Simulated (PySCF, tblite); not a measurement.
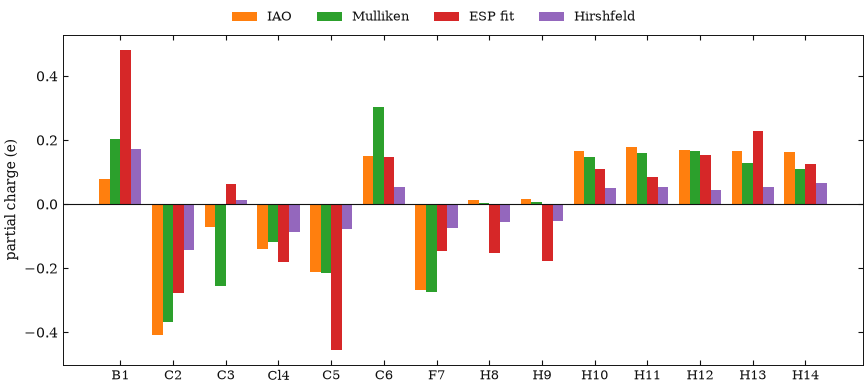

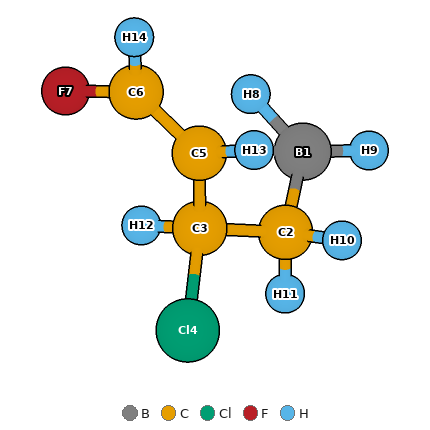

Atomic charges of C₄H₇BClF, SMILES BC[C@@H](Cl)/C=C\F by 4 schemes, PBE0/pcSseg-1, PySCF 2.14.0, at a GFN2-xTB geometry (a minimum by its frequencies).

> Which atom is the most negative in each scheme?

IAO: C2 (−0.41 e); Mulliken: C2 (−0.37 e); ESP fit: C5 (−0.46 e); Hirshfeld: C2 (−0.14 e).

> On which atom do the schemes disagree most?

On B1: IAO 0.08, Mulliken 0.20, ESP fit 0.48, Hirshfeld 0.17 e.

Note: the tight-binding geometry is rougher than a DFT one and adds to the error; one conformer of a flexible molecule.
